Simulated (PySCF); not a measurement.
**ClH₃O₃Zr, SMILES `O[Zr](O)(O)Cl`: what the electrons do**

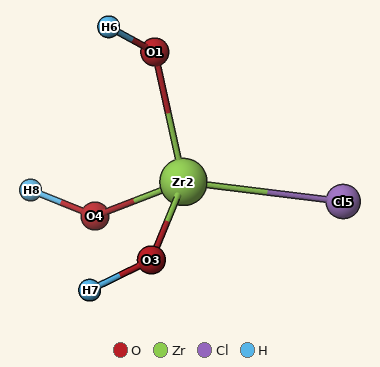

The molecule, with its atoms numbered as below. No frequency check shows the geometry to be a minimum.

Coordinates in Å:

```
O1       0.9155    1.5694   -0.7288
Zr2      0.2043    0.0004   -0.0004
O3       0.9148   -1.4178   -0.9935
O4       0.9099   -0.1535    1.7258
Cl5     -2.0759    0.0001   -0.0013
H6       1.7359    1.7082   -1.2172
H7       1.7338   -1.9121   -0.8674
H8       1.7288    0.2010    2.0930
```

Part 1: Bonding charge

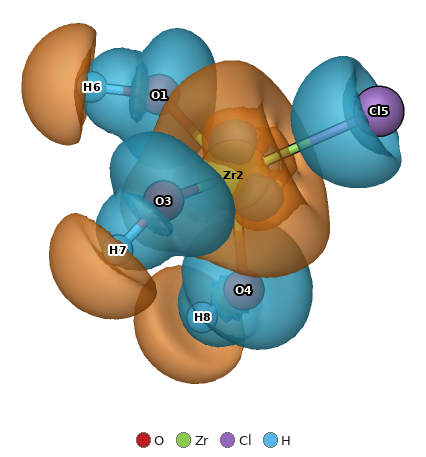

Deformation density (molecule less spherical, spin-averaged free atoms at the same positions), surfaces at ±0.04 e/Å³; light blue: gain, orange: loss.

Level of theory: B3LYP/def2-SVPD (PySCF), at a geometry from GFN2-xTB. Core potentials replace the inner electrons of Zr; spin–orbit coupling isn't included. This is a single-reference result, which may miss multireference character in this system.

**Describe the bonding that the map shows.**

O1–Zr2, Zr2–O4 and Zr2–O3: +0.07 e/Å³ at the bond critical point (bond length 1.87 Å); up to 0.6 Å beside the axis the gain reaches +0.30 e/Å³. Zr2–Cl5: +0.07 e/Å³ at the bond critical point (bond length 2.28 Å). In all, 2.1 electrons gather in the regions of gain relative to the promolecule. A small or negative value marks a very polar bond, one between electron-rich atoms, whose free-atom densities already overlap strongly, a long bond to a heavier atom, or a closed-shell contact such as a hydrogen bond.

**Where do the Hirshfeld charges lie?**

The highest Hirshfeld charge is on Zr2 (+0.76 e), the lowest on O1, O3 and O4 (−0.35 e).

Part 2: Local ionisation energy

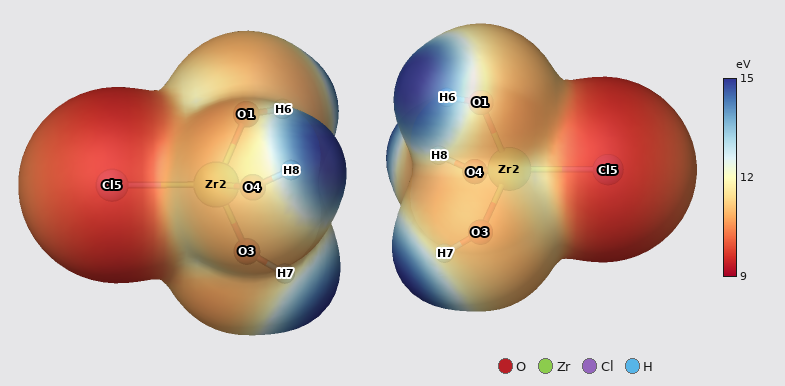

Average local ionisation energy on the surface of electron density 0.001 a.u. (back view left, front view right).

**Where are the most loosely bound electrons on this surface?**

The lowest value is 9.5 eV, 2.1 Å from Cl5, and at like points elsewhere. Further minima include 10.8 eV, 1.9 Å from O3, and at like points elsewhere. For comparison, the highest occupied orbital lies at −8.6 eV.

Part 3: In an electric field

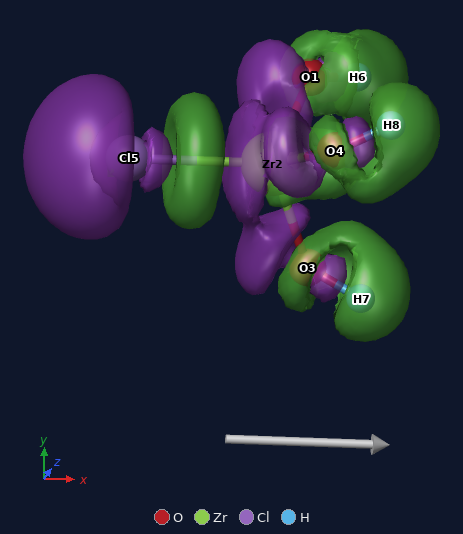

Change of the electron density in a uniform field of 0.21 V/Å along +x (arrow), surfaces at ±0.0015 e/Å³ (purple: gain, green: loss).

Computed with PySCF, B3LYP/def2-SVPD, geometry: GFN2-xTB. Core potentials replace the inner electrons of Zr; spin–orbit coupling isn't included. This is a single-reference result, which may miss multireference character in this system.

**How large is the response?**

The induced dipole is 0.75 D (along the field); α along this axis, from the fields in both directions, is 74 bohr³ (10.9 Å³).

**Which atoms gain and lose the most charge?**

Electrons gather most on Cl5 (Hirshfeld charge changes by −0.023 e) and leave H6, H7 and H8 alike most (+0.007 e); 0.060 electrons are displaced in all.

The PySCF runs shown took 22 s and 51 s on 1 thread of Arm Neoverse V1 (shared host).
